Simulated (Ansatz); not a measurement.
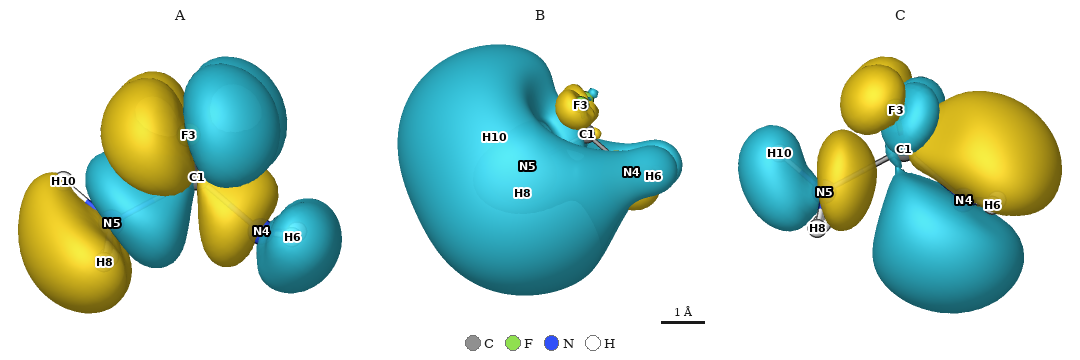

*CH$_{5}$F$_{2}$N$_{2}$ (SMILES NC([NH3+])(F)F) (charge +1). Three frontier orbitals at ±0.05 Å⁻³ᐟ² (yellow and cyan are the two phases), in no order.*

Geometry: B3LYP-D3(BJ)/def2-SVP.

These are results of isolated molecule in a Gaussian basis; Kohn-Sham density functional theory, functional PBE0 (Ansatz), not measurements.

Input

```
crystal:
  periodic: [false, false, false]
  atoms:
    - {symbol: C, position_ang: [0.446745, 1.052342, -1.414673]}
    - {symbol: F, position_ang: [1.425648, 1.948237, -1.498291]}
    - {symbol: F, position_ang: [0.655610, 0.199900, -0.415864]}
    - {symbol: "N", position_ang: [0.125060, 0.457824, -2.603879]}
    - {symbol: "N", position_ang: [-0.757615, 1.925753, -0.860645]}
    - {symbol: H, position_ang: [0.010893, -0.553231, -2.581884]}
    - {symbol: H, position_ang: [0.611541, 0.809637, -3.425659]}
    - {symbol: H, position_ang: [-1.587290, 1.331301, -0.718597]}
    - {symbol: H, position_ang: [-1.003474, 2.658683, -1.542018]}
    - {symbol: H, position_ang: [-0.511798, 2.373959, 0.036211]}
basis:
  gaussian: {orbitals: def2-TZVPD}
output: {forces: true, orbitals: {seedname: orbitals}}
hamiltonian: {xc: {name: PBE0}}
total_charge: 1
```

Command:

```sh
ansatz run input.yaml --threads 2 --pin off --max-ram 4350MiB --events-out events.jsonl --progress --plain --runs-dir runs
```

Order the three orbitals by energy and name them.

A is the HOMO−1 (−17.19 eV). It lies mainly on F2 (about 30 %), F3 (about 30 %), N5 (about 20 %), C1 (about 10 %) and N4 (about 5 %); largely a combination of lone pairs on F2, F3, N5 and N4. C is the HOMO (−14.01 eV). By Hirshfeld shares it lies mainly on N4 (about 70 %) and C1 (about 10 %); largely a lone pair of N4. B is the LUMO (−5.09 eV). It lies mainly on H8 (about 20 %), H9 (about 20 %), H10 (about 20 %) and N5 (about 15 %).

What is the HOMO–LUMO gap?

8.92 eV between the orbital energies.
